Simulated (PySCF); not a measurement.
# CH5BO2S: the cost of one run

The runs use PySCF 2.14.0, with density-fitted response routines of our own; the level of theory stands in each step. All values are computed, except where a source is named. Atoms are numbered from 0 throughout.

## Step 1: Starting geometry

10 atoms, charge 0, multiplicity 1; geometry from: PBE0-D3(BJ)/def2-SVP.

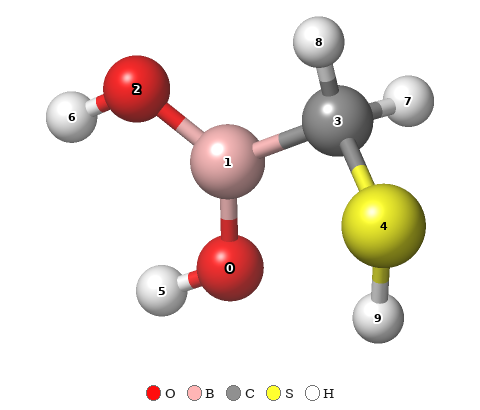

The starting geometry (oxygen red, boron pink, carbon grey, sulfur yellow, hydrogen white), atoms numbered.

## Step 2: Shielding tensors: HF/pcSseg-2

Job settings and geometry (Å):

```
{"job": {"kind": "nmr", "xc": "HF", "basis": "pcSseg-2", "pop": false}, "charge": 0, "multiplicity": 1}
O     -0.374588     0.741306    -1.220093
B     -0.544326    -0.037851    -0.112647
O     -1.651114    -0.796560     0.122358
C      0.606914    -0.041689     0.965501
S      2.235796    -0.394257     0.224203
H     -1.087207     0.715614    -1.864513
H     -2.330381    -0.762212    -0.558381
H      0.638673     0.913001     1.517345
H      0.431723    -0.837884     1.702786
H      2.125128     0.481328    -0.797760
```

With the program's defaults for keys left out, this is: GIAO HF/pcSseg-2 NMR shielding, non-relativistic, gas phase.

Started as:

```bash
OMP_NUM_THREADS=1 python probes_run.py task.json out
```

One launch serves the whole session: the jobs run in the order shown.

**Question.** How long does this first job take on 1 thread of Arm Neoverse V2, shared host, and how much memory does it need?

About 14 s, with a peak of 0.93 GiB.
